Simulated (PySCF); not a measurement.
C₅H₁₂N₂OSi₂ (SMILES CC(=O)N[SiH2]C[SiH2]CC#N)

Input file:

```
{"job": {"kind": "nmr", "xc": "PBE0", "basis": "pcSseg-1"}, "charge": 0, "multiplicity": 1}
C      2.183646     1.928944     0.112289
C      1.691674     0.524314    -0.120010
O      1.944160    -0.416618     0.609774
N      0.929538     0.327082    -1.215780
Si     0.421055    -1.315106    -1.559051
C     -0.614930    -2.101061    -0.168476
Si    -2.084642    -1.112242     0.502891
C     -1.446354     0.459332     1.415768
C     -1.304211     1.553405     0.519608
N     -1.194465     2.422443    -0.219901
H      2.849876     2.216898    -0.699045
H      2.720649     1.983965     1.055351
H      1.339083     2.615463     0.125588
H      0.671372     1.129568    -1.766398
H      1.628816    -2.100225    -1.811173
H     -0.382690    -1.126600    -2.770807
H      0.056520    -2.327323     0.659980
H     -0.984779    -3.058811    -0.532720
H     -3.013809    -0.694923    -0.552610
H     -2.809073    -1.890490     1.520220
H     -2.137471     0.748858     2.208003
H     -0.474372     0.252512     1.866428
```

Command:

```sh
OMP_NUM_THREADS=1 python probes_run.py task.json out
```

Geometry: GFN2-xTB.

The calculation used PBE0/pcSseg-1, SCF density, gas phase, non-relativistic in PySCF.

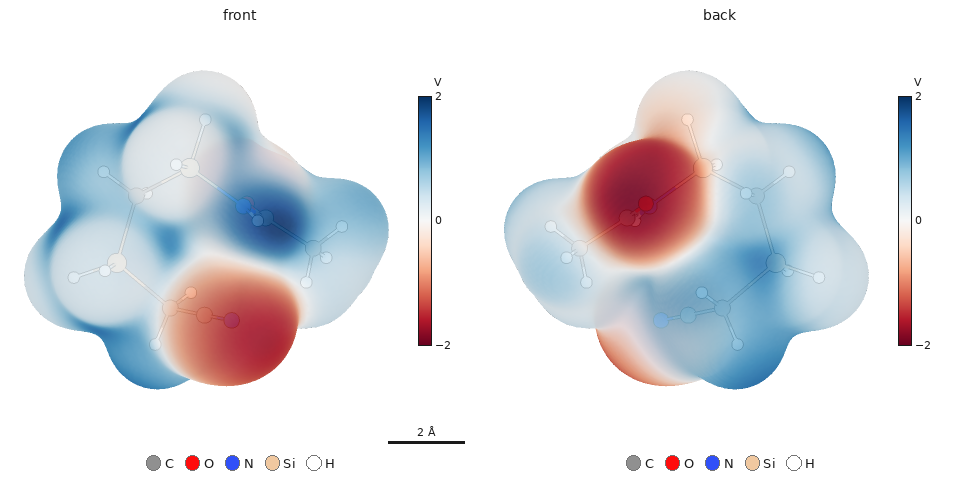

Figure 1. The molecular electrostatic potential painted on the density surface at 0.002 e/bohr³, seen from the front and from behind; red is negative and blue positive.

**Where is the surface potential most negative and most positive?**

The most negative region (about −1.8 V) lies over O3, the most positive (about +1.7 V) over H14. O3 is the likeliest acceptor of a hydrogen bond.

**What dipole moment does the calculation give?**

Its dipole moment is 1.47 D.

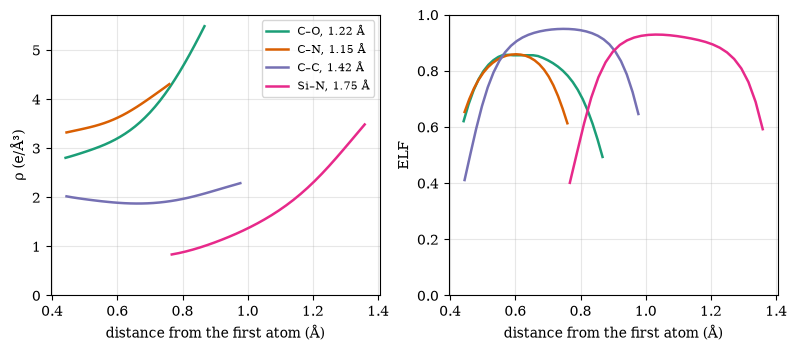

Figure 2. Total electron density and ELF along straight lines between neighbouring atoms. The curves leave out the atomic cores.

**What kind of bonding do the profiles show?**

C–O (1.22 Å): ρ at the midpoint is about 3.2 e/Å³; the ELF peaks at about 0.85 between the atoms (a multiple bond).
C–N (1.15 Å): ρ at the midpoint is about 3.5 e/Å³; the ELF peaks at about 0.85 between the atoms: a multiple bond.
C–C (1.42 Å): ρ at the midpoint is about 1.9 e/Å³; the ELF peaks at about 0.95 between the atoms; a covalent bond.
Si–N (1.75 Å): ρ at the midpoint is about 1 e/Å³; the ELF peaks at about 0.95 between the atoms; a polar covalent bond.
